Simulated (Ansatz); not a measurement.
## Electronic structure of Ge2H4O (SMILES [GeH][O][GeH3]) in real space

```xyz
7

Ge   -2.5649    0.6802    1.2887
Ge    0.0688    0.4119   -0.6608
O    -1.6990    0.4469   -0.2731
H    -1.2393    0.8465    2.2363
H     0.3378    1.5449   -1.6797
H     0.8792    0.6229    0.6415
H     0.3721   -0.9673   -1.2935
```

Geometry: B3LYP/6-31G*.

Level of theory: Ansatz 0.2.0, isolated molecule in a Gaussian basis; Kohn-Sham density functional theory, functional PBE0.

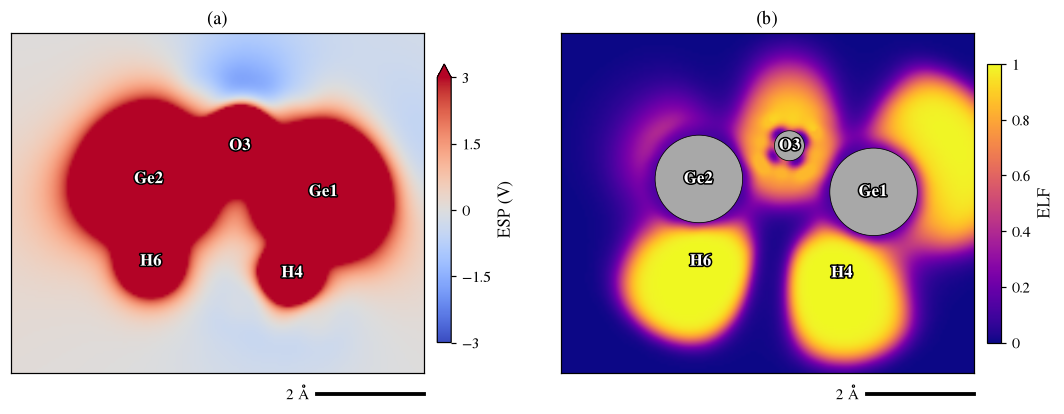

Figure 1. (a) molecular electrostatic potential; (b) electron localisation function on the plane of atoms O3, Ge1 and H4. Grey discs cover the atomic cores in the ELF map.

**What do the fields say about this system?**

- Atoms in the plane: Ge, O and H.
- Ge–O (1.80 Å): the ELF peaks at about 0.85 in the valence shell of O, 0.5 Å from its nucleus, and is about 0.30 at the midpoint.
- Ge–H (1.55 Å): the ELF climbs to about 1 towards the hydrogen.
- The ELF also peaks beside O3, away from the bonds: lone-pair regions.
- Outside the dense part of the molecule the potential is most negative (−1.7 V) near O3.

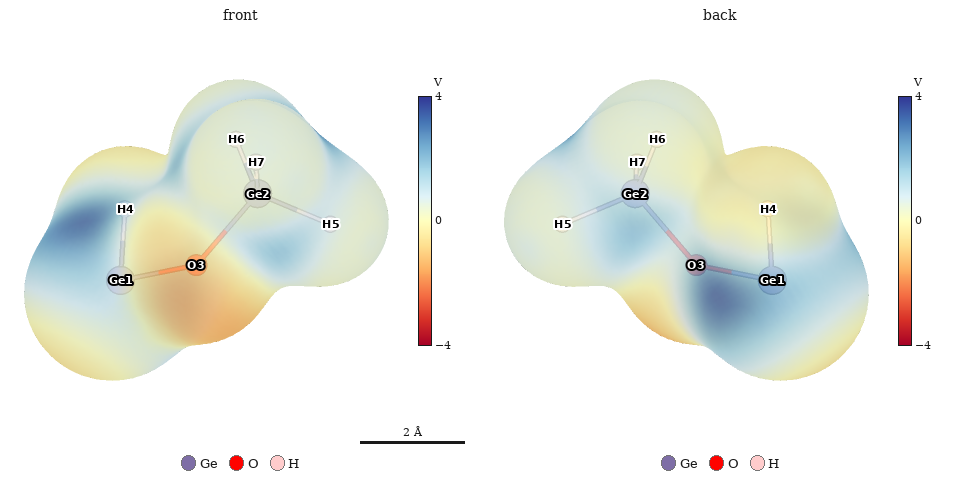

Figure 2. The electrostatic potential painted on the density surface at 0.004 e/bohr³, seen from the front and from behind; the colour scale runs from red (negative) to blue (positive).

**Describe the electrostatic potential map.**

The most negative region (about −1.5 V, or −35 kcal/mol for a unit charge) lies over O3, the most positive (about +3.2 V, or +74 kcal/mol for a unit charge) over Ge1. O3 is the likeliest acceptor of a hydrogen bond.

**How polar is the molecule by this calculation?**

Its dipole moment is 0.89 D.

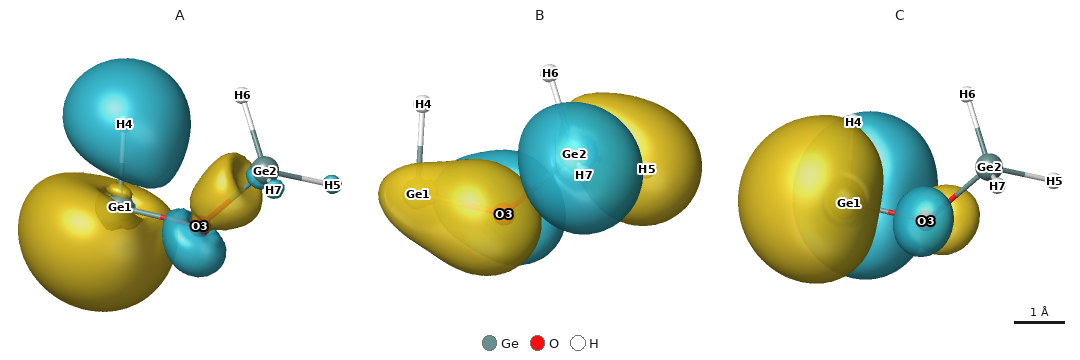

Figure 3. Three frontier orbitals at ±0.08 Å⁻³ᐟ² (yellow and cyan are the two phases), in no order.

**Order the three orbitals by energy and name them.**

B is the HOMO−1 (−8.82 eV). It lies mainly on O3 (about 45 %), Ge2 (about 20 %), H7 (about 15 %), H5 (about 15 %) and Ge1 (about 10 %). A is the HOMO (−6.77 eV). Its weight (Hirshfeld) is mainly on Ge1 (about 65 %), H4 (about 25 %) and O3 (about 5 %). C is the LUMO (−2.32 eV). By Hirshfeld shares it lies mainly on Ge1 (about 85 %) and O3 (about 10 %).

**What is the HOMO–LUMO gap?**

4.45 eV between the orbital energies.
